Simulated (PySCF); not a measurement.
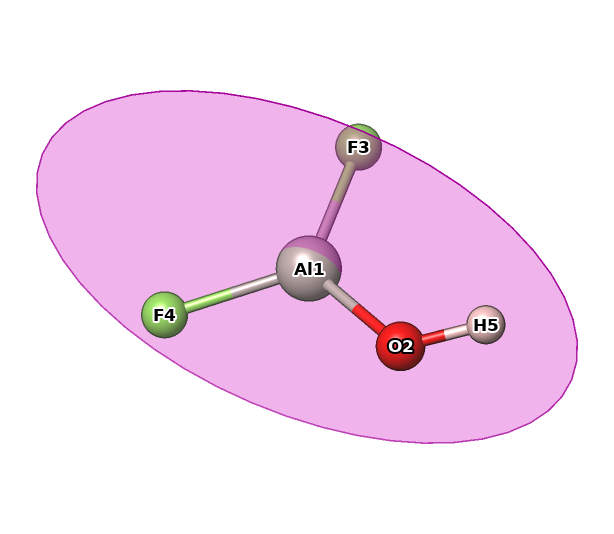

A disc through the centre of mass is drawn in. Distant atoms are faded towards the background colour. The computed structure is the end point of a PBE0-D4/def2-TZVP optimisation. No frequency run is at hand to confirm it as a minimum.

Question: Is the plane of the disc a mirror plane of the structure?

Answer: No. The point group is Cs, with 1 mirror plane, and this plane isn't one of its mirror planes.
